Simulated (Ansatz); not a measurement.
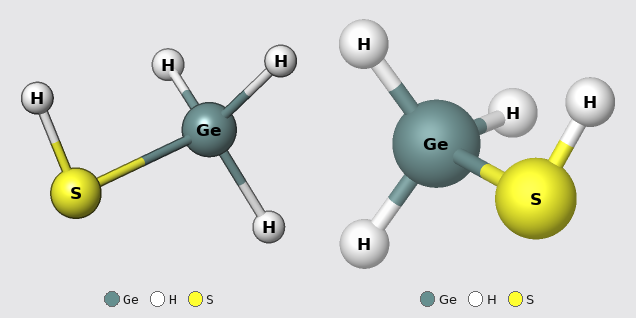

The same structure drawn twice, from different directions.

**Count the atoms of each element.**

GeH4S, 6 atoms: 1 germanium, 4 hydrogen and 1 sulfur.

**Which point group does it belong to?**

Cs.

More results for the same structure follow; atom numbers are the same in all pictures, views and colours differ. The geometry was computed by an optimisation with PBE0-D4/def2-TZVP.

Geometry

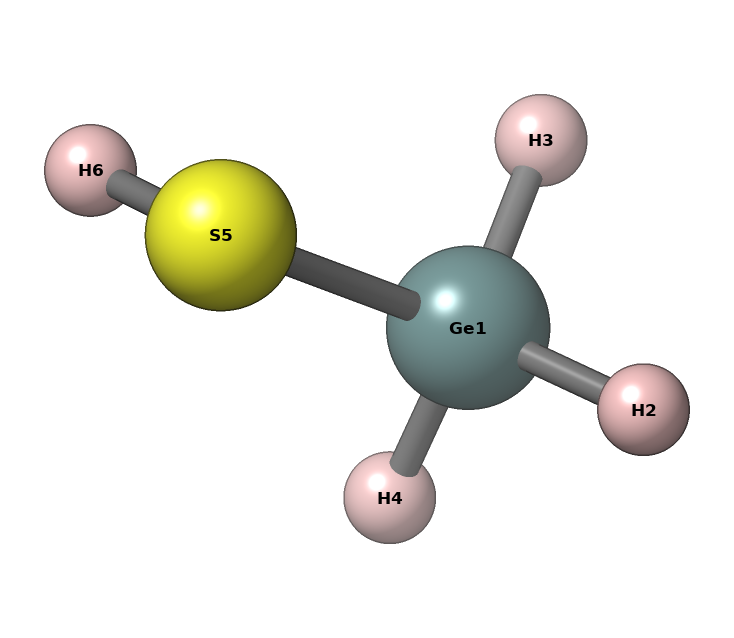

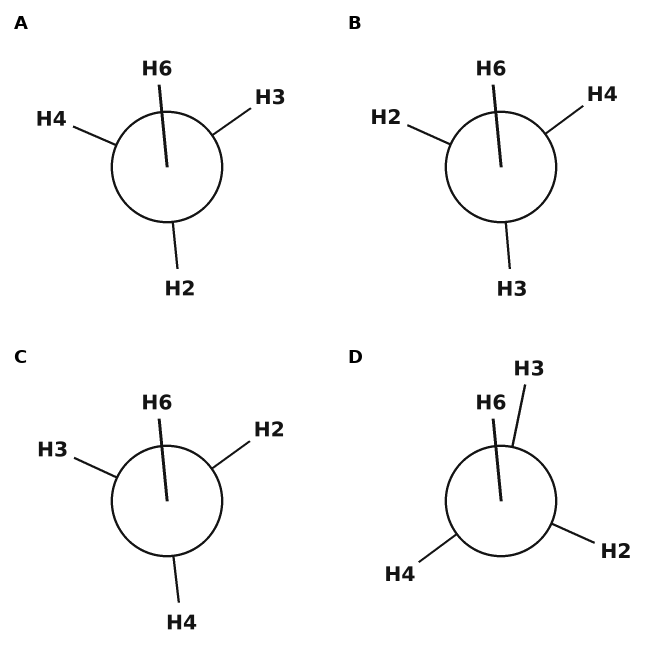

Atoms fade into the background with distance from the viewer. Bonds that would overlap in a projection are set slightly apart.

**Which Newman projection shows the view along S5–Ge1, with S5 in front?**

A. The torsion angle H6–S5–Ge1–H2 is 180°, antiperiplanar (anti).

Thermal motion

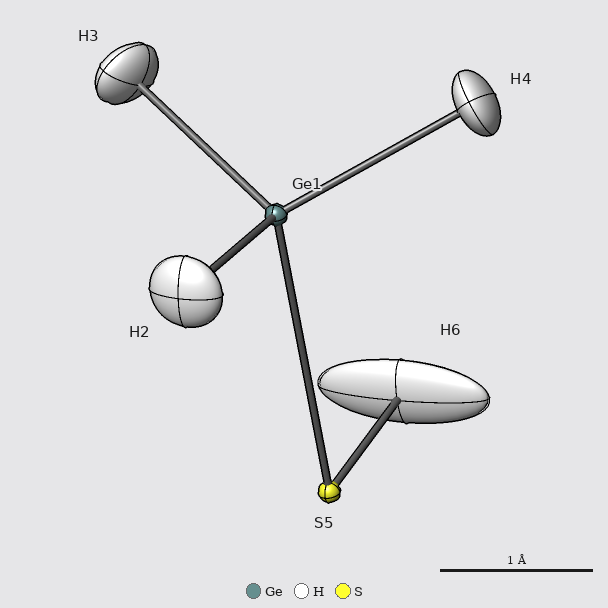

Displacement ellipsoids at the 50 % level, from the internal vibrations of the free molecule (harmonic, no overall translation or rotation; no half-axis is drawn under 0.075 Å). Vibrations computed with RKS PBE0-D4/def2-TZVP (Ansatz 0.2.0). Temperature: 200 K.

**Which atom moves most?**

H6, with U_eq = 0.0618 Å².

**Does H6 move more along its bond or across it?**

Across it: the root-mean-square amplitude is 0.077 Å along the bond and up to 0.395 Å across, since bending and torsion are softer than stretching.

Give the displacement parameters, one line for each set of equivalent atoms.

```json
{"atom": "Ge1", "U_eq (Å²)": "0.00008", "rms amplitudes (Å)": "0.005, 0.005, 0.014"}
{"atom": "H2", "U_eq (Å²)": "0.0207", "rms amplitudes (Å)": "0.087, 0.162, 0.168"}
{"atom": "H3, H4", "U_eq (Å²)": "0.0206", "rms amplitudes (Å)": "0.088, 0.152, 0.176"}
{"atom": "S5", "U_eq (Å²)": "0.00039", "rms amplitudes (Å)": "0.006, 0.013, 0.031"}
{"atom": "H6", "U_eq (Å²)": "0.0618", "rms amplitudes (Å)": "0.077, 0.154, 0.395"}
```

Vibrations

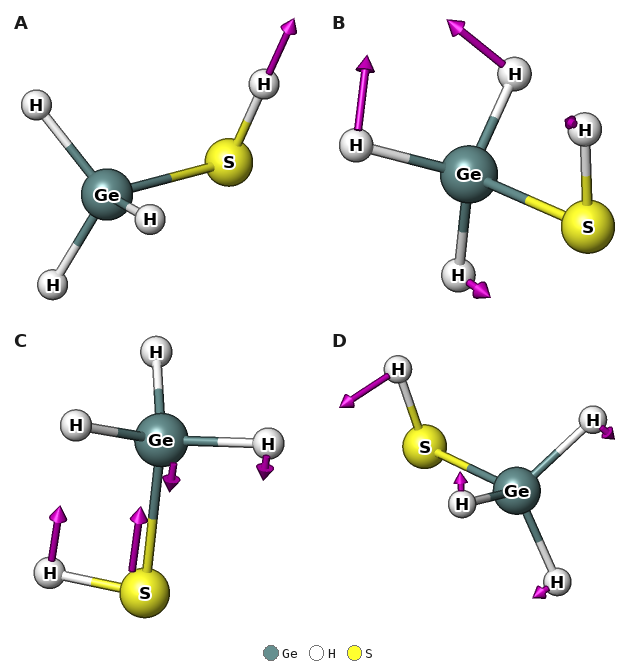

4 normal modes of one molecule or complex, as arrows. Harmonic vibrations computed with RKS PBE0-D4/def2-TZVP (Ansatz 0.2.0) at a stationary point of the same level.

**Match the panels to the wavenumbers 158 cm⁻¹, 410 cm⁻¹, 885 cm⁻¹, 2715 cm⁻¹.**

A: 2715 cm⁻¹, S–H stretching
B: 885 cm⁻¹, H–Ge–H bending
C: 410 cm⁻¹, Ge–S stretching
D: 158 cm⁻¹, a torsion or out-of-plane motion in which bond lengths and bond angles hardly change

Electronic properties

Properties computed with RKS PBE0-D4/def2-TZVPP (Ansatz 0.2.0).

Computed properties:

- HOMO energy (Kohn–Sham orbital): −7.32 eV
- LUMO energy (Kohn–Sham orbital): 0.01 eV
- HOMO–LUMO gap: 7.33 eV
